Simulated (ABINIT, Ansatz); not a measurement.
# MgH2 (P4_2/mnm): G0W0 with ABINIT, start to end, part 2 of 3

Wanted: ground state, empty states, screening and self-energy for MgH2 (P4_2/mnm).

ABINIT 10.8.3; PBE and many-body steps on it, plane waves. Known limits of the many-body steps: not at the basis limit; coarse k mesh.

So far. Step 2 (Ground state): The gap is indirect, with the least direct gap 0.77 eV higher.

## Step 3: Bands along the symmetry lines

Level of this step: DFT, PBE, plane waves, norm-conserving pseudopotentials (ABINIT).

Levels along a band path, at the cheap level, show where the edges lie and whether the meshes to come will hold them.

File run.abi:

```
acell 3*1.0 Angstrom
rprim 
  4.516800000000 0.000000000000 0.000000000000
  0.000000000000 4.516800000000 0.000000000000
  0.000000000000 0.000000000000 3.020500000000
ntypat 2
znucl 12 1
natom 6
typat 1 1 2 2 2 2
xred 
  0.000000000000 0.000000000000 0.000000000000
  0.500000000000 0.500000000000 0.500000000000
  0.306000000000 0.306000000000 0.000000000000
  0.194000000000 0.806000000000 0.500000000000
  0.694000000000 0.694000000000 0.000000000000
  0.806000000000 0.194000000000 0.500000000000
pp_dirpath "pseudos"
pseudos "Mg.upf, H.upf"
ecut 38
iscf -2
irdden 1
kptopt 0
nkpt 75
kpt 
  0.00000000 0.00000000 0.00000000
  0.00000000 0.06250000 0.00000000
  0.00000000 0.12500000 0.00000000
  0.00000000 0.18750000 0.00000000
  0.00000000 0.25000000 0.00000000
  0.00000000 0.31250000 0.00000000
  0.00000000 0.37500000 0.00000000
  0.00000000 0.43750000 0.00000000
  0.00000000 0.50000000 0.00000000
  0.06250000 0.50000000 0.00000000
  0.12500000 0.50000000 0.00000000
  0.18750000 0.50000000 0.00000000
  0.25000000 0.50000000 0.00000000
  0.31250000 0.50000000 0.00000000
  0.37500000 0.50000000 0.00000000
  0.43750000 0.50000000 0.00000000
  0.50000000 0.50000000 0.00000000
  0.43750000 0.43750000 0.00000000
  0.37500000 0.37500000 0.00000000
  0.31250000 0.31250000 0.00000000
  0.25000000 0.25000000 0.00000000
  0.18750000 0.18750000 0.00000000
  0.12500000 0.12500000 0.00000000
  0.06250000 0.06250000 0.00000000
  0.00000000 0.00000000 0.00000000
  0.00000000 0.00000000 0.06250000
  0.00000000 0.00000000 0.12500000
  0.00000000 0.00000000 0.18750000
  0.00000000 0.00000000 0.25000000
  0.00000000 0.00000000 0.31250000
  0.00000000 0.00000000 0.37500000
  0.00000000 0.00000000 0.43750000
  0.00000000 0.00000000 0.50000000
  0.00000000 0.06250000 0.50000000
  0.00000000 0.12500000 0.50000000
  0.00000000 0.18750000 0.50000000
  0.00000000 0.25000000 0.50000000
  0.00000000 0.31250000 0.50000000
  0.00000000 0.37500000 0.50000000
  0.00000000 0.43750000 0.50000000
  0.00000000 0.50000000 0.50000000
  0.06250000 0.50000000 0.50000000
  0.12500000 0.50000000 0.50000000
  0.18750000 0.50000000 0.50000000
  0.25000000 0.50000000 0.50000000
  0.31250000 0.50000000 0.50000000
  0.37500000 0.50000000 0.50000000
  0.43750000 0.50000000 0.50000000
  0.50000000 0.50000000 0.50000000
  0.43750000 0.43750000 0.50000000
  0.37500000 0.37500000 0.50000000
  0.31250000 0.31250000 0.50000000
  0.25000000 0.25000000 0.50000000
  0.18750000 0.18750000 0.50000000
  0.12500000 0.12500000 0.50000000
  0.06250000 0.06250000 0.50000000
  0.00000000 0.00000000 0.50000000
  0.00000000 0.50000000 0.00000000
  0.00000000 0.50000000 0.06250000
  0.00000000 0.50000000 0.12500000
  0.00000000 0.50000000 0.18750000
  0.00000000 0.50000000 0.25000000
  0.00000000 0.50000000 0.31250000
  0.00000000 0.50000000 0.37500000
  0.00000000 0.50000000 0.43750000
  0.00000000 0.50000000 0.50000000
  0.50000000 0.50000000 0.00000000
  0.50000000 0.50000000 0.06250000
  0.50000000 0.50000000 0.12500000
  0.50000000 0.50000000 0.18750000
  0.50000000 0.50000000 0.25000000
  0.50000000 0.50000000 0.31250000
  0.50000000 0.50000000 0.37500000
  0.50000000 0.50000000 0.43750000
  0.50000000 0.50000000 0.50000000
istwfk *1
nband 19
nbdbuf 2
tolwfr 1e-08
nstep 40
prtwf 0
prtvol 0
indata_prefix "in"
outdata_prefix "out"
tmpdata_prefix "tmp"
```

The run is started by

```bash
$ OMP_NUM_THREADS=1 mpirun -n 8 abinit run.abi > log
```

Numbers of over 12 decimals in the logs are rounded to 6 here.

The program printed:

```text
.Version 10.8.3 of ABINIT. v10.8.2 released Aug 2026.

 Symmetries : space group P4_2/m n m (#136); Bravais tP (primitive tetrag.)
[... echo of the input left out ...]
== DATASET  1 ==================================================================
-   mpi_nproc: 8, omp_nthreads: 1 (-1 if OMP is not activated)

--- !DatasetInfo
iteration_state: {dtset: 1, }
dimensions: {natom: 6, nkpt: 75, mband: 19, nsppol: 1, nspinor: 1, nspden: 1, mpw: 4696, }
cutoff_energies: {ecut:  38.0, pawecutdg:  -1.0, }
electrons: {nelect:   2.40000000E+01, charge:   0.00000000E+00, occopt:   1.00000000E+00, tsmear:   1.00000000E-02, }

 Real(R)+Recip(G) space primitive vectors, cartesian coordinates (Bohr,Bohr^-1):
 R(1)=  8.5355150  0.0000000  0.0000000  G(1)=  0.1171575  0.0000000  0.0000000
 R(2)=  0.0000000  8.5355150  0.0000000  G(2)=  0.0000000  0.1171575  0.0000000
 R(3)=  0.0000000  0.0000000  5.7079178  G(3)=  0.0000000  0.0000000  0.1751952
 Unit cell volume ucvol=  4.1585044E+02 bohr^3
 Angles (23,13,12)=  9.00000000E+01  9.00000000E+01  9.00000000E+01 degrees

 getcut: wavevector=  0.0000  0.0000  0.0000  ngfft=  48  48  32
         ecut(hartree)=     38.000   => boxcut(ratio)=   2.02030

--- Pseudopotential description ------------------------------------------------
- Mg Generated using ONCVPSP code by D. R. Hamann
- 12.00000  10.00000  171031                  znucl, zion, pspdat
12 -101130 1 -1 1510                          pspcod,pspxc,lmax,lloc,mmax
     nproj     2     2
  pspatm : epsatm=    9.22893308
         --- l  ekb(1:nproj) -->
             0    2.250005   -0.808630
             1   -6.469357   -2.503313
 pspatm: atomic psp has been read  and splines computed

- H Generated using ONCVPSP code by D. R. Hamann
-  1.00000   1.00000  171031                  znucl, zion, pspdat
12 -101130 1 -1 1166                          pspcod,pspxc,lmax,lloc,mmax
     nproj     2     1
  pspatm : epsatm=    0.36186929
         --- l  ekb(1:nproj) -->
             0   -1.701123   -0.534484
             1   -0.503321
 pspatm: atomic psp has been read  and splines computed

--------------------------------------------------------------------------------

================================================================================
 prteigrs : about to open file out_EIG
 Non-SCF case, kpt    1 (  0.00000  0.00000  0.00000), residuals and eigenvalues=
  1.90E-09  1.82E-09  1.41E-09  5.53E-09  1.66E-09  4.14E-09  1.23E-09  4.50E-09
  5.70E-09  7.48E-10  3.52E-09  2.40E-09  3.38E-09  9.32E-09  3.34E-09  7.57E-09
[...]
-2.6905E+00 -2.6904E+00 -1.4698E+00 -1.4698E+00 -1.4690E+00 -1.4690E+00
 -1.4681E+00 -1.4680E+00 -2.1923E-01 -3.5928E-02 -3.5928E-02 -1.4231E-03
  1.9137E-01  2.0386E-01  3.5151E-01  3.5151E-01  4.1956E-01  4.2899E-01
  4.6543E-01
 Non-SCF case, kpt    2 (  0.00000  0.06250  0.00000), residuals and eigenvalues=
[...]
Non-SCF case, kpt   74 (  0.50000  0.50000  0.43750), residuals and eigenvalues=
[...]
5.3403E-01
 Non-SCF case, kpt   75 (  0.50000  0.50000  0.50000), residuals and eigenvalues=
[...]
-1.4689E+00 -1.4689E+00 -5.3121E-02 -5.3121E-02 -1.7354E-02 -1.7354E-02
  1.5791E-01  1.5791E-01  1.7039E-01  1.7039E-01  4.9203E-01  4.9203E-01
  5.4006E-01

--- !ResultsGS
iteration_state: {dtset: 1, }
comment   : Summary of ground state results
lattice_vectors:
- [  8.5355150,   0.0000000,   0.0000000, ]
- [  0.0000000,   8.5355150,   0.0000000, ]
- [  0.0000000,   0.0000000,   5.7079178, ]
lattice_lengths: [   8.53551,    8.53551,    5.70792, ]
lattice_angles: [ 90.000,  90.000,  90.000, ] # degrees, (23, 13, 12)
lattice_volume:   4.1585044E+02
convergence: {deltae:  0.000E+00, res2:  0.000E+00, residm:  9.977E-09, diffor:  0.000E+00, }
etotal    :  -1.21164268E+02
entropy   :   0.00000000E+00
fermie    :   1.47601763E-02
cartesian_stress_tensor: null
pressure_GPa: null
xred      :
- [  0.0000E+00,   0.0000E+00,   0.0000E+00, Mg]
- [  5.0000E-01,   5.0000E-01,   5.0000E-01, Mg]
- [  3.0600E-01,   3.0600E-01,   0.0000E+00,  H]
- [  1.9400E-01,   8.0600E-01,   5.0000E-01,  H]
- [  6.9400E-01,   6.9400E-01,   0.0000E+00,  H]
- [  8.0600E-01,   1.9400E-01,   5.0000E-01,  H]
cartesian_forces: null
force_length_stats: {min: null, max: null, mean: null, }

 Integrated electronic density in atomic spheres:
 ------------------------------------------------
 Atom  Sphere_radius  Integrated_density
[...]
================================================================================

 ----iterations are completed or convergence reached----

 Mean square residual over all n,k,spin=   38.705E-10; max=  99.769E-10
 reduced coordinates (array xred) for    6 atoms
[...]
cartesian coordinates (angstrom) at end:
    1      0.000000     0.000000     0.000000
    2      2.258400     2.258400     1.510250
    3      1.382141     1.382141     0.000000
    4      0.876259     3.640541     1.510250
    5      3.134659     3.134659     0.000000
    6      3.640541     0.876259     1.510250
 length scales=  1.889726125908  1.889726125908  1.889726125908 bohr
              =  1.000000000000  1.000000000000  1.000000000000 angstroms
 prteigrs : about to open file out_EIG
 Eigenvalues (hartree) for nkpt=  75  k points:
 kpt#   1, nband= 19, wtk=  1.00000, kpt=  0.0000  0.0000  0.0000 (reduced coord)
[...]
kpt#   2, nband= 19, wtk=  1.00000, kpt=  0.0000  0.0625  0.0000 (reduced coord)
[...]
kpt#   3, nband= 19, wtk=  1.00000, kpt=  0.0000  0.1250  0.0000 (reduced coord)
[...]
kpt#  74, nband= 19, wtk=  1.00000, kpt=  0.5000  0.5000  0.4375 (reduced coord)
[...]
0.48732    0.48732    0.53403
 kpt#  75, nband= 19, wtk=  1.00000, kpt=  0.5000  0.5000  0.5000 (reduced coord)
  -2.69036   -2.69036   -1.46959   -1.46959   -1.46930   -1.46930   -1.46891   -1.46891
  -0.05312   -0.05312   -0.01735   -0.01735    0.15791    0.15791    0.17039    0.17039
   0.49203    0.49203    0.54006

== END DATASET(S) ==============================================================
================================================================================

 -outvars: echo values of variables after computation  --------
            nband          19
             nkpt          75
          spgroup         136
 [... the other variables as echoed above ...]

 Calculation completed.
```

It took 9.5 s on 8 MPI ranks of Arm Neoverse V1, shared host; peak memory 0.57 GiB; 75 s of CPU time.

This step gave:

| Property | Result |
| --- | --- |
| gap | 3.756 eV |
| k of the valence top | 0, 0.25, 0 |
| k of the conduction bottom | 0.375, 0.375, 0.5 |
| least direct gap | 4.523 eV |

The gap is 3.756 eV, −0.139 eV from the run before at this level.

The electronic bands at the labelled points (eV, zero at the top of the highest filled band):

```
    point  band 9  band 10  band 11  band 12  band 13  band 14  band 15  band 16
        Γ   -6.37    -1.38    -1.38    -0.44     4.81     5.15     9.16     9.16
        X   -4.76    -4.76    -0.45    -0.45     5.38     5.38    10.13    10.13
        M   -3.71    -3.71    -2.65    -2.65     9.11     9.11     9.16     9.16
        Γ   -6.37    -1.38    -1.38    -0.44     4.81     5.15     9.16     9.16
        Z   -2.96    -2.96    -0.02    -0.02     6.29     6.29     6.86     6.86
        R   -2.23    -2.23    -1.01    -1.01     5.20     5.20     6.87     6.87
        A   -1.85    -1.85    -0.87    -0.87     3.90     3.90     4.23     4.23
        Z   -2.96    -2.96    -0.02    -0.02     6.29     6.29     6.86     6.86
jump to X   -4.76    -4.76    -0.45    -0.45     5.38     5.38    10.13    10.13
        R   -2.23    -2.23    -1.01    -1.01     5.20     5.20     6.87     6.87
jump to M   -3.71    -3.71    -2.65    -2.65     9.11     9.11     9.16     9.16
        A   -1.85    -1.85    -0.87    -0.87     3.90     3.90     4.23     4.23
```

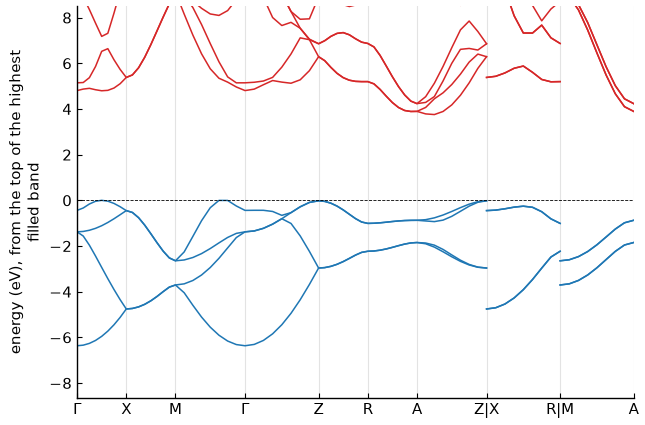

Electronic bands along the path; lines of filled and empty bands in two colours.

## Step 4: Empty states on the mesh, 4×4×4 mesh, 415 bands

The sums over transitions need many empty states on a uniform mesh; this step solves for them.

File run.abi:

```
acell 3*1.0 Angstrom
rprim 
  4.516800000000 0.000000000000 0.000000000000
  0.000000000000 4.516800000000 0.000000000000
  0.000000000000 0.000000000000 3.020500000000
ntypat 2
znucl 12 1
natom 6
typat 1 1 2 2 2 2
xred 
  0.000000000000 0.000000000000 0.000000000000
  0.500000000000 0.500000000000 0.500000000000
  0.306000000000 0.306000000000 0.000000000000
  0.194000000000 0.806000000000 0.500000000000
  0.694000000000 0.694000000000 0.000000000000
  0.806000000000 0.194000000000 0.500000000000
pp_dirpath "pseudos"
pseudos "Mg.upf, H.upf"
ecut 38
ngkpt 4 4 4
nshiftk 1
shiftk 0 0 0
kptopt 1
chksymbreak 0
irdden 1
istwfk *1
nband 415
prtvol 0
optdriver 6
gwr_task "HDIAGO"
paral_kgb 0
occopt 1
indata_prefix "in"
outdata_prefix "out"
tmpdata_prefix "tmp"
```

The program printed:

```text
[banner, memory and clock lines left out]
.Version 10.8.3 of ABINIT. v10.8.2 released Aug 2026.

 Symmetries : space group P4_2/m n m (#136); Bravais tP (primitive tetrag.)
[... echo of the input left out ...]
== DATASET  1 ==================================================================
-   mpi_nproc: 8, omp_nthreads: 1 (-1 if OMP is not activated)

--- !DatasetInfo
iteration_state: {dtset: 1, }
dimensions: {natom: 6, nkpt: 18, mband: 415, nsppol: 1, nspinor: 1, nspden: 1, mpw: 4696, }
cutoff_energies: {ecut:  38.0, pawecutdg:  -1.0, }
electrons: {nelect:   2.40000000E+01, charge:   0.00000000E+00, occopt:   1.00000000E+00, tsmear:   1.00000000E-02, }

.Using double precision arithmetic; gwpc =  8

- Reading GS density from: in_DEN

--- Pseudopotential description ------------------------------------------------
- Mg Generated using ONCVPSP code by D. R. Hamann
- 12.00000  10.00000  171031                  znucl, zion, pspdat
12 -101130 1 -1 1510                          pspcod,pspxc,lmax,lloc,mmax
     nproj     2     2
  pspatm : epsatm=    9.22893308
         --- l  ekb(1:nproj) -->
             0    2.250005   -0.808630
             1   -6.469357   -2.503313
 pspatm: atomic psp has been read  and splines computed

- H Generated using ONCVPSP code by D. R. Hamann
-  1.00000   1.00000  171031                  znucl, zion, pspdat
12 -101130 1 -1 1166                          pspcod,pspxc,lmax,lloc,mmax
     nproj     2     1
  pspatm : epsatm=    0.36186929
         --- l  ekb(1:nproj) -->
             0   -1.701123   -0.534484
             1   -0.503321
 pspatm: atomic psp has been read  and splines computed

   4.77728240E+02                                ecore*ucvol(ha*bohr**3)

 Total charge density [el/Bohr^3]
)     Maximum=    3.3923E+00  at reduced coord.    0.0000    0.9792    0.9375
)     Minimum=    3.8369E-03  at reduced coord.    0.5000    0.0000    0.2500
   Integrated=    2.4000E+01

 === KS gaps after direct diagonalization ===
 Indirect band gap semiconductor
 Fundamental gap:     3.895 (eV)
   VBM:     0.402 (eV) at k: [ 2.5000E-01,  0.0000E+00,  0.0000E+00]
   CBM:     4.297 (eV) at k: [ 5.0000E-01,  5.0000E-01,  5.0000E-01]
 Direct gap:         4.666 (eV) at k: [ 2.5000E-01,  2.5000E-01,  5.0000E-01]

== END DATASET(S) ==============================================================

 -outvars: echo values of variables after computation  --------
           etotal      0.0000000000E+00
            nband         415
             nkpt          18
          spgroup         136
 [... the other variables as echoed above ...]

 Calculation completed.
```

Run time: 3.3 min. Hardware: 8 MPI ranks; peak memory 9.8 GiB; 26 min of CPU time.

Numbers from this step:

```
gap                                                           : 3.895 eV
k of the valence top                                          : 0.25, 0, 0
k of the conduction bottom                                    : 0.5, 0.5, 0.5
least direct gap                                              : 4.666 eV
k points computed                                             : 18
lowest point of the top converged band, above the valence top : 191.7578 eV
```

On this mesh the gap is 3.895 eV.

## Step 5: Screening, 4×4×4 mesh, 407 bands, screening to 272.1 eV

The RPA dielectric matrix is built and inverted for each q.

This step: RPA screening on PBE, plane waves, norm-conserving pseudopotentials.

run.abi: that of step 4 with these lines changed.

```diff
@@ -24,10 +24,11 @@
 chksymbreak 0
-irdden 1
 istwfk *1
-nband 415
-prtvol 0
-optdriver 6
-gwr_task "HDIAGO"
-paral_kgb 0
 occopt 1
+irdwfk 1
+optdriver 3
+nband 407
+ecuteps 10
+inclvkb 2
+awtr 1
+symchi 1
 indata_prefix "in"
```

The program printed:

```text
.Version 10.8.3 of ABINIT. v10.8.2 released Aug 2026.

 Symmetries : space group P4_2/m n m (#136); Bravais tP (primitive tetrag.)
[... echo of the input left out ...]
== DATASET  1 ==================================================================
-   mpi_nproc: 8, omp_nthreads: 1 (-1 if OMP is not activated)

--- !DatasetInfo
iteration_state: {dtset: 1, }
dimensions: {natom: 6, nkpt: 18, mband: 407, nsppol: 1, nspinor: 1, nspden: 1, mpw: 4696, }
cutoff_energies: {ecut:  38.0, pawecutdg:  -1.0, }
electrons: {nelect:   2.40000000E+01, charge:   0.00000000E+00, occopt:   1.00000000E+00, tsmear:   1.00000000E-02, }

 SCREENING: Calculation of the susceptibility and dielectric matrices

 Based on a program developped by R.W. Godby, V. Olevano, G. Onida, and L. Reining.
 Incorporated in ABINIT by V. Olevano, G.-M. Rignanese, and M. Torrent.
.Using double precision arithmetic ; gwpc =  8

[... cell and pseudopotentials left out ...]
--------------------------------------------------------------------------------

 ==== K-mesh for the wavefunctions ====
 Number of points in the irreducible wedge :    18
[... list of points left out ...]
 Together with 16 symmetry operations and time-reversal symmetry
 yields    64 points in the full Brillouin Zone.

 ==== Q-mesh for the screening function ====
 Number of points in the irreducible wedge :    18
[... list of points left out ...]
 Together with 16 symmetry operations and time-reversal symmetry
 yields    64 points in the full Brillouin Zone.

 setmesh: FFT mesh size selected  =    36x   36x   24
          total number of points  =        31104

 vcoul_init : cutoff-mode = AUXILIARY_FUNCTION
 q-points for optical limit:   1
     1)      0.000010    0.000020    0.000030

- screening: taking advantage of time-reversal symmetry
- Maximum band index for partially occupied states nbvw = 12
- Remaining bands to be divided among processors   nbcw = 395
- Number of bands treated by each node ~49

 Number of electrons calculated from density =   24.0000; Expected =   24.0000
 average of density, n =  0.057713
 r_s =    1.6053
 omega_plasma =   23.1736 [eV]

 calculating chi0 at frequencies [eV] :
  1    0.000000E+00    0.000000E+00
  2    0.000000E+00    2.317355E+01

--------------------------------------------------------------------------------
  q-point number  1        q = ( 0.000000, 0.000000, 0.000000) [r.l.u.]
--------------------------------------------------------------------------------
[... chi0 elements left out ...]
 For q-point:  0.000010 0.000020 0.000030
  dielectric constant =   3.6657
  dielectric constant without local fields =   4.0631

  Average fulfillment of the sum rule on Im[epsilon] for q-point    1 :     88.28  [%]
[... wings left out ...]
  q-point number  2        q = ( 0.250000, 0.000000, 0.000000) [r.l.u.]
--------------------------------------------------------------------------------
[... chi0 elements left out ...]
  Average fulfillment of the sum rule on Im[epsilon] for q-point    2 :     93.59  [%]

 [... 16 further q-points ...]
```

Wall time 11 min (8 MPI ranks); peak memory 5.8 GiB.

This step gave:

```
ε∞ with local fields, on this mesh, along the program's q direction : 3.666
the same without local fields                                       : 4.063
plasma frequency                                                    : 23.17 eV
plane waves in the screening matrix                                 : 617
```

Local fields lower ε∞ by 10 %. On a Γ-centred mesh this coarse the value itself is usually too large, while a short band sum pulls it down.

[end of part 2 of 3]

[Paths, hosts, dates, memory and timing lines, banners, echoed tables and standing remarks are left out of the program output.]

[Logs are printed without paths, hosts, clocks, repeated set-up lines and the standing remarks that a program may print on its own settings, such as how far it seeks lower states.]

[Runs of the session that timed out or met a known fault of the program may be left out.]

[Hosts, paths, dates, database ids (printed as entryN), source tags and the programs' standing remarks are cut or masked in the printed files.]

[G0W0 gaps are taken among the corrected bands and points alone; a level outside them can change the order at an edge.]

[Where Ansatz stands beside ABINIT at settings called matched, ABINIT's density can come from a denser mesh and the files from another edition; pairs whose starting gaps differed by over 0.03 eV were left out, so agreement reads better than it is.]
